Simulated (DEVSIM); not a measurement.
System: Ru/Al2O3/p-Ge capacitor, at 300 K.

| layer (left to right) | material | thickness (nm) | Na (cm⁻³) |
|---|---|---|---|
| 1 | Al2O3 | 4.40 | - |
| 2 | Ge | 11000 | 3e15 |

Metal gate on the left, work function 4.7 eV. Fixed charge at the semiconductor interface 0 cm⁻² (in units of +e); interface traps 1e11 cm⁻² eV⁻¹, uniform in energy, neutral level at 0.5 of the gap above the valence band.

The device is made up for the run: typed textbook-type constants, with dimensions and the other settings drawn at random. Values at 300 K.

| parameter | Al2O3 | Ge |
|---|---|---|
| gap (eV) | 6.8 | 0.664 |
| affinity (eV) | 1.35 | 4 |
| permittivity | 9 | 16 |
| Nc (cm⁻³) | - | 1.04e19 |
| Nv (cm⁻³) | - | 6e18 |

DEVSIM, 1D Poisson equation in equilibrium, Boltzmann statistics, complete ionisation; no quantum confinement or tunnelling. Metal contacts follow the ideal Schottky-Mott rule: no Fermi-level pinning, no interface dipoles.

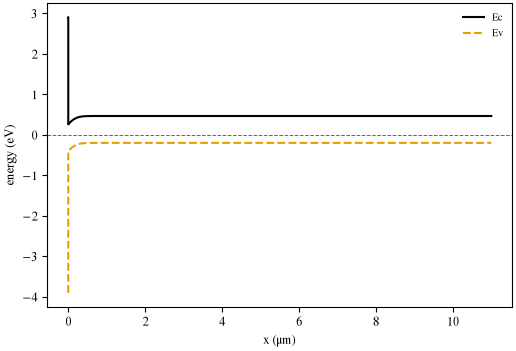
Figure. Band edges at 0.45 V on the gate

Energies count from the Fermi level of the right contact; mesh points crowd at the junctions.

| x (μm) | Ec (eV) | Ev (eV) | n (cm⁻³) | p (cm⁻³) | field (V/cm) |
|---|---|---|---|---|---|
| 0.000 | 2.900 | -3.900 | < 1e2 | < 1e2 | 21000 |
| 0.001213 | 2.903 | -3.897 | < 1e2 | < 1e2 | 21000 |
| 0.002884 | 2.906 | -3.894 | < 1e2 | < 1e2 | 21000 |
| 0.004237 | 2.909 | -3.891 | < 1e2 | < 1e2 | 21000 |
| 0.006340 | 0.262 | -0.402 | 4.2e14 | 1.0e12 | 11000 |
| 0.01047 | 0.266 | -0.398 | 3.5e14 | 1.2e12 | 11000 |
| 0.02070 | 0.277 | -0.387 | 2.3e14 | 1.9e12 | 11000 |
| 0.05669 | 0.313 | -0.351 | 5.7e13 | 7.7e12 | 9400 |
| 0.1323 | 0.374 | -0.290 | 5.4e12 | 8.1e13 | 6800 |
| 0.3043 | 0.447 | -0.217 | 3.2e11 | 1.4e15 | 2100 |
| 0.7057 | 0.467 | -0.197 | 1.5e11 | 3.0e15 | 27 |
| 2.227 | 0.468 | -0.197 | 1.5e11 | 3.0e15 | ≈ 0 |
| 5.193 | 0.468 | -0.197 | 1.5e11 | 3.0e15 | ≈ 0 |
| 8.483 | 0.468 | -0.197 | 1.5e11 | 3.0e15 | ≈ 0 |
| 10.21 | 0.468 | -0.197 | 1.5e11 | 3.0e15 | ≈ 0 |
| 10.66 | 0.468 | -0.197 | 1.5e11 | 3.0e15 | ≈ 0 |
| 10.86 | 0.468 | -0.197 | 1.5e11 | 3.0e15 | ≈ 0 |
| 10.94 | 0.468 | -0.197 | 1.5e11 | 3.0e15 | ≈ 0 |
| 10.99 | 0.468 | -0.197 | 1.5e11 | 3.0e15 | ≈ 0 |
| 11.00 | 0.468 | -0.197 | 1.5e11 | 3.0e15 | ≈ 0 |
| 11.00 | 0.468 | -0.197 | 1.5e11 | 3.0e15 | ≈ 0 |
| 11.00 | 0.468 | -0.197 | 1.5e11 | 3.0e15 | ≈ 0 |
